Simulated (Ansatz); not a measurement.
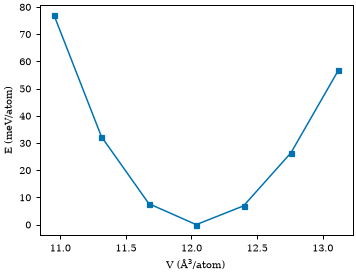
Fig. 1. HfC (CsCl type, Pm-3m) under volume change, r²SCAN in the plane-wave PAW code Ansatz, scaled uniformly.

Problem. What does a third-order Birch–Murnaghan fit give for V₀, B₀ and B′?

Solution. V₀ = 12.04 Å³/atom, B₀ = 216 GPa, B′ = 4.1.

The cell is a constructed one: a structure type filled with these elements; neither database checked (COD, Materials Project) lists it. It is not the phase usual at ambient conditions (space group No. 225). The cell was relaxed with r²SCAN under the symmetry of its start. At this level the phase is mechanically unstable. No spin polarisation was allowed. Scalar-relativistic: spin–orbit coupling is off unless named, which matters more the heavier the elements.

Potentials: the earlier of the program's two PAW sets.
